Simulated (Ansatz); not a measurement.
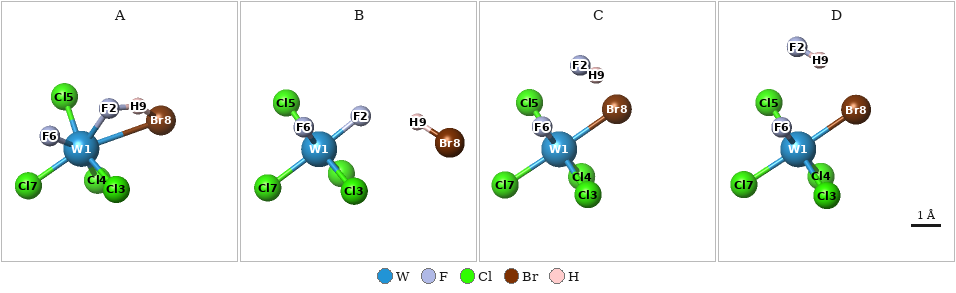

4 geometries from a converged minimum-energy path of WHBrCl4F2, shuffled. The picture is a ball-and-stick view, seen at a tilt.

These are results of RKS PBE/def2-SVP in Ansatz 0.2.0, not measurements. Run with 5 movable images; climbing image; force threshold 0.05 eV/Å; iteration limit 60; starting path through a guess of the saddle point.

> Which of them lies highest in energy?

A. In order along the path, whose images run from 0 to 6: B (image 0, 0.0 kcal/mol), A (image 3, +24.4 kcal/mol), C (image 5, +13.4 kcal/mol), D (image 6, +13.0 kcal/mol). Breaking: Br8–H9 (1.44 → 1.62 at the top → 2.47 Å), W1–F2 (1.90 → 2.12 at the top → 3.91 Å). Forming: F2–H9 (2.11 → 1.22 at the top → 0.94 Å), W1–Br8 (4.78 → 3.11 at the top → 2.51 Å).

Cost: 6.7 min on 4 threads of Intel(R) Xeon(R) Platinum 8259CL CPU @ 2.50GHz (Skylake/Cascade Lake), on a shared host, peak memory 0.37 GiB.
